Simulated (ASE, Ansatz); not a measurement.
# Building Rh(111) slab (48 atoms)

The cell is an input for a DFT calculation. Recipe: fcc Rh (a = 3.803 Å), (111) slab of 4 repeat layers, 4 x 3 surface cells, 12 Å of vacuum; atoms within 2.63 Å of the bottom held; every coordinate displaced by a Gaussian of 0.03 Å.

Q: How is this cell built with ASE?

build.py (ASE 3.29.0):

```python
from ase import Atoms
from ase.build import bulk, make_supercell, surface
from ase.constraints import FixAtoms

u = bulk('Rh', 'fcc', a=3.803)
atoms = surface(u, [1, 1, 1], 4, vacuum=5)
atoms.set_cell(atoms.cell.cellpar(), scale_atoms=True)  # standard orientation
atoms.set_tags(0)
atoms = make_supercell(atoms, [[4, 0, 0], [-3, 3, 0], [0, 0, 1]])
atoms.set_cell(atoms.cell.cellpar(), scale_atoms=True)  # standard orientation
atoms.center(vacuum=6, axis=2); atoms.pbc = True
atoms.rattle(0.03, seed=95508)
atoms.set_constraint(FixAtoms(mask=atoms.positions[:, 2] < atoms.positions[:, 2].min() + 2.63))
atoms.wrap()
atoms.write('structure.xyz')
print(atoms.get_chemical_formula(), len(atoms), 'atoms; cell', atoms.cell.cellpar().round(3))
```

```console
$ python build.py
Rh48 48 atoms; cell [ 10.757   8.067  18.587  90.     90.    120.   ]
```

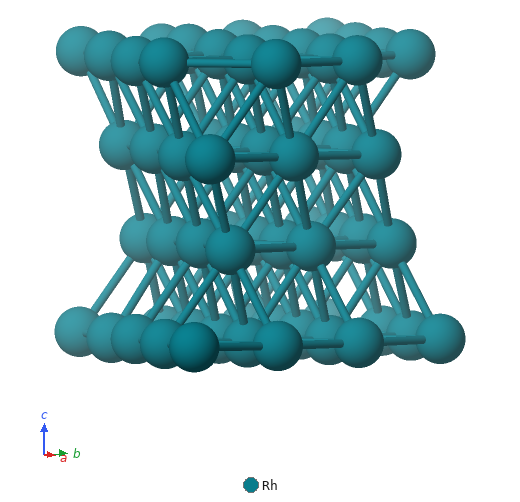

The cell, seen from the side, with the c axis up (rhodium blue). Some periodic images of atoms are drawn too.

The cell holds 48 atoms: 48 Rh. Its edges and angles: a = 10.757 Å, b = 8.067 Å, c = 18.587 Å, α = 90.0°, β = 90.0°, γ = 120.0°. It derives from Rh (fcc). Vacuum lies along c.

```
Rh
1.0
    10.75651    0.00000    0.00000
    -4.03369    6.98656    0.00000
     0.00000    0.00000   18.58699
Rh
48
Direct
  0.00383 0.66736 0.32224
  0.33307 0.88314 0.44118
  0.17002 0.78321 0.55888
  0.00197 0.66215 0.67826
  0.00048 0.33938 0.32178
  0.33195 0.55413 0.43946
  0.16747 0.44600 0.55994
  0.00033 0.33309 0.67703
  0.25242 0.67020 0.32502
  0.58090 0.88211 0.44311
  0.41809 0.77740 0.55951
  0.24930 0.66976 0.67638
  0.99952 0.00035 0.32369
  0.32888 0.21924 0.44227
  0.16504 0.10393 0.56126
  0.00526 0.00313 0.67740
  0.25400 0.33656 0.32289
  0.58128 0.55627 0.43908
  0.41964 0.44130 0.55892
  0.24540 0.32856 0.68149
  0.49752 0.66425 0.32303
  0.82880 0.88153 0.44193
  0.66630 0.77254 0.55902
  0.50123 0.67143 0.67716
  0.25924 0.00870 0.32104
  0.58373 0.22056 0.44418
  0.41611 0.11103 0.56122
  0.25083 0.00287 0.67636
  0.50025 0.33417 0.32128
  0.82654 0.55468 0.44174
  0.66569 0.44235 0.56028
  0.49654 0.33393 0.67966
  0.75087 0.66480 0.32087
  0.08102 0.88689 0.44329
  0.92043 0.77686 0.55708
  0.74886 0.66913 0.67547
  0.49646 0.99739 0.32427
  0.83521 0.22356 0.44084
  0.66479 0.11101 0.55686
  0.49746 0.99693 0.67452
  0.74835 0.33347 0.32133
  0.08247 0.55135 0.44078
  0.92003 0.44209 0.55794
  0.74944 0.33581 0.67794
  0.74751 0.99879 0.32293
  0.08280 0.22575 0.44098
  0.91640 0.10418 0.55778
  0.74838 0.99509 0.67754
```

Bonds by pair of elements; cutoffs follow the first minimum of g(r), held within bounds set by covalent radii, and pairs that aren't listed don't count as bonded:

| pair A-B | cutoff (Å) | bonds | mean length (Å) | spread (Å) | shortest (Å) | B about A | A about B |
| --- | --- | --- | --- | --- | --- | --- | --- |
| Rh-Rh | 3.12 | 252 | 2.69 | 0.039 | 2.59 | 10.5 | 10.5 |

How many atoms have how many bonded neighbours:

| element | mean | 9 | 12 |
| --- | --- | --- | --- |
| Rh | 10.5 | 24 | 24 |

[Logs are printed without paths, hosts, clocks, repeated set-up lines and the standing remarks that a program may print on its own settings, such as how far it seeks lower states.]

[Hosts, paths, dates, database ids (printed as entryN), source tags and the programs' standing remarks are cut or masked in the printed files.]
